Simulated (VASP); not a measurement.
Band structure of AlN (wurtzite). These are PW91 GGA, VASP's PBE PAW potentials (set 64) (plane waves; VASP) values and carry that method's errors.

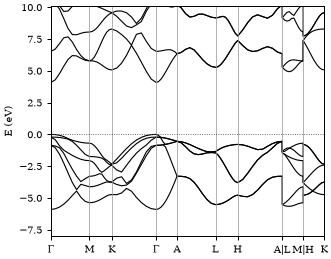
Figure: Bands along high-symmetry lines, zero at the valence-band maximum or, without a gap, the Fermi level

Task: Read the plot: is there a gap, and where are the band edges?

Result: The gap is direct, 4.09 eV, from the valence maximum at Γ to the conduction minimum at Γ. (Edges off the drawn lines would not show.)

Measured: gap 6.51 eV (computed value off by -2.42 eV), as given by Martin Feneberg et al., Physical Review B (2010), doi:10.1103/physrevb.82.075208 [zero-point renormalisation of 0.417 eV (from the measured temperature dependence, row gaps:miglio2020:AlN_wz:gap_zpr, arXiv:2011.12765) added back].

The compound is AlN in the wurtzite structure. It was relaxed first.
